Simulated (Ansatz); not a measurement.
# Rh: single-point calculation (part 1 of 2)

The run: single-point calculation of Rh (slab, 12 atoms in the cell). Method and program: DFT PBE+D3(BJ), scalar-relativistic, plane waves, PAW, no spin polarisation (Ansatz 0.2.0).

The structure derives from an entry of the Crystallography Open Database. It belongs to a series of runs on one base structure; here: the slab at its places in the relaxed adsorbed structure. Figures and captions count atoms from 1; the log counts them from 0 in places.

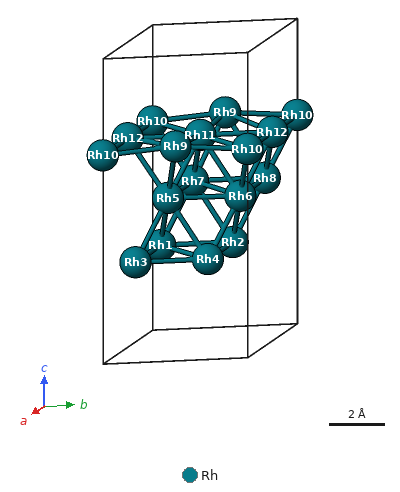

**Figure 1.** The structure (ball-and-stick view of the cell of the calculation, with the vacuum cut short, seen slightly off an axis; atoms are numbered from 1 in the order of the input). An atom can appear more than once, as a periodic image. Near neighbours in the periodic cell (some may lie outside the picture): Rh has 9 Rh at 2.62 to 2.79 Å; Rh has 12 Rh at 2.62 to 2.79 Å.

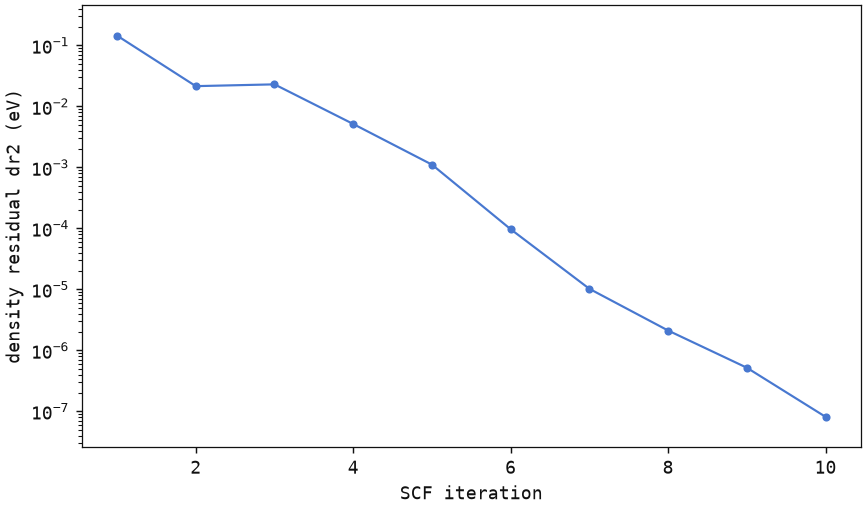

**Figure 2.** Convergence of the self-consistent field: density residual dr2 against the SCF iteration. The residual falls almost steadily, with no more than small rises.

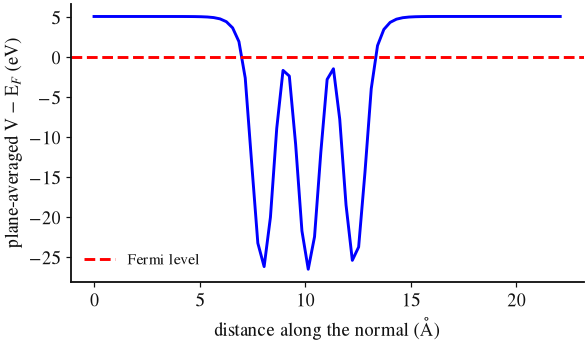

**Figure 3.** Plane average of the electrostatic potential energy of an electron across the cell, from the Fermi level. The vacuum level lies 5.11 eV above the Fermi level.

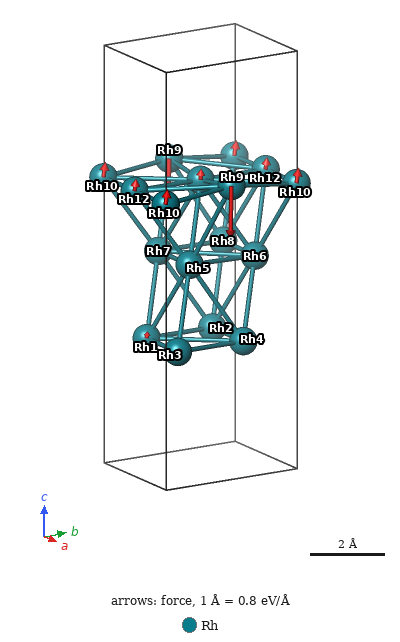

**Figure 4.** Forces on the atoms as red arrows (ball-and-stick view of the cell of the calculation, with the vacuum cut short, seen slightly off an axis; atoms are numbered from 1 in the order of the input); the smallest are left out. The largest act on Rh9 (1.17 eV/Å). The geometry is not a stationary point of this energy.

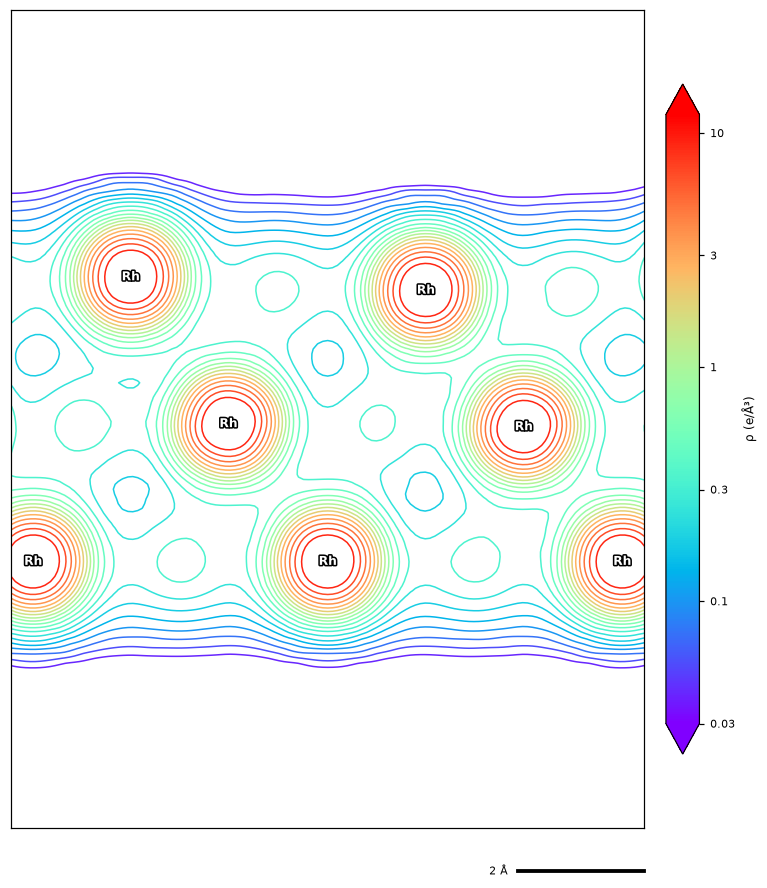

**Figure 5.** Valence electron density on the (110) plane of the calculation cell, a cut from vacuum to vacuum. The section cuts through Rh sites. Rh–Rh (2.63 Å): ρ at the midpoint is about 0.41 e/Å³. Rh–Rh (2.68 Å): the density is about 0.38 e/Å³ at the midpoint. Rh–Rh (2.68 Å): ρ is about 0.38 e/Å³ halfway. Rh–Rh (2.78 Å): ρ at the midpoint is about 0.32 e/Å³. The density dies away to nearly zero in the vacuum. In a PAW calculation such maps are meaningful between the atoms, not at the nuclei.

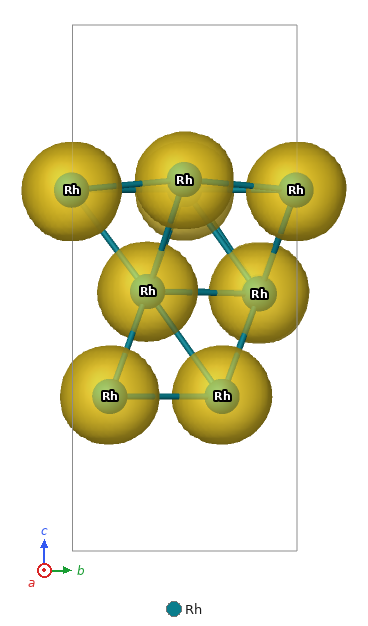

**Figure 6.** Isosurface of the valence pseudo-density at 0.6 e/Å³ (yellow), seen along the a axis. Sticks mark near contacts. At this value the density breaks into separate islands; it holds about 80 % of the electrons treated as valence (semicore included). It is pinched off along the Rh–Rh (2.62 Å), Rh–Rh (2.66 Å), Rh–Rh (2.70 Å) and Rh–Rh (2.77 Å) contacts. On the grid the lowest density along these lines, outside the cores, is 0.42 e/Å³ (Rh–Rh, 2.62 Å), 0.39 e/Å³ (Rh–Rh, 2.66 Å), 0.36 e/Å³ (Rh–Rh, 2.70 Å) and 0.33 e/Å³ (Rh–Rh, 2.77 Å).

These pictures come from the run below.

## Input
```yaml
crystal:
  lattice:
    - [5.3647950047, 0.0, 0.0]
    - [-2.6823975023, 4.6460487602, 0.0]
    - [0.0, 0.0, 22.3803367787]
  atoms:
    - { symbol: Rh, position: [0.3333333333, 0.1666666667, 0.3574566406] }
    - { symbol: Rh, position: [0.3333333333, 0.6666666667, 0.3574566406] }
    - { symbol: Rh, position: [0.8333333333, 0.1666666667, 0.3574566406] }
    - { symbol: Rh, position: [0.8333333333, 0.6666666667, 0.3574566406] }
    - { symbol: Rh, position: [0.6696291976, 0.3350014635, 0.4545762079] }
    - { symbol: Rh, position: [0.6651581973, 0.8328896004, 0.4524241381] }
    - { symbol: Rh, position: [0.1639702016, 0.3344313323, 0.4545515213] }
    - { symbol: Rh, position: [0.1640823451, 0.8301405786, 0.4540578055] }
    - { symbol: Rh, position: [-0.0034062295, 0.4987286429, 0.5580591283] }
    - { symbol: Rh, position: [-0.004629771, -0.003694329, 0.5483204716] }
    - { symbol: Rh, position: [0.4973785087, 0.499661513, 0.5488393956] }
    - { symbol: Rh, position: [0.4969551223, -0.0029239303, 0.5486219773] }
basis:
  ecutwfc: 420
kpoints:
  mp_grid: { grid: [4, 4, 1] }
hamiltonian:
  xc: pbe
  dispersion: d3bj
scf:
  occupations: { method: gaussian, width: 0.1 }
output:
  forces: true
  eigenvalues: true
  write_density: true
  volumetric_format: npy
efield:
  axis: 3
  dipole_correction: true
  ramp_width: 0.04
```

Launched with:
```bash
ansatz run input.yaml --threads 4 --pin off --max-ram 10240MiB --backend cpu --events-out ev --progress --plain --runs-dir out
```

## What the program printed
```
Engine: ansatz 0.2.0, aarch64-unknown-linux-gnu
Pseudopotentials: kind: paw
Pseudopotential: Rh, paw, valence charge 17, recommended cutoff 420 eV (normal), Rh.paw.azcp
Functional definition: PBE
  parameter kappa = 0.804
  parameter beta = 0.06672455060314922
  exchange = pbe_x(kappa = kappa, mu = beta*pi^2/3)
  correlation = pbe_c(beta = beta)
Crystal: 12 atoms, lattice volume = 557.832 Å³
Basis set: ecut = 420 eV, 10893 PW (Γ), exchange–correlation on 72×72×300 points (8 copies of the dense FFT grid, shifted against one another)
Bands: 123, of which v1, the nominal top of the filled ones, is band 102 counted from 1 (101 counted from 0)
Symmetry: 1 space group operations
Space group: P1 (ITA 1), of the structure as read, at distance tolerance 8.2e-5 Å
k-points: 10 of 16 (time reversal used)
Non-local potential: Rh, projectors of the file, l = 0: 3, l = 1: 2, l = 2: 2, l = 3: 1
PAW form: soft (Blöchl's): semilocal exchange-correlation on the pseudo side does not see the compensation charge
PAW one-centre angular grid: Rh, 590 points (default); XC on 64 Gauss nodes
Initial density: superposition of atomic densities (neutral atoms: chi_scale 0, normalization atom), corrected by the library's trained network
Initial wavefunctions: pseudopotential atomic-orbital guess
Functional: x = pbe(κ = 0.804, μ = 0.2195149727645171), c = pbe(β = 0.06672455060314922)
```
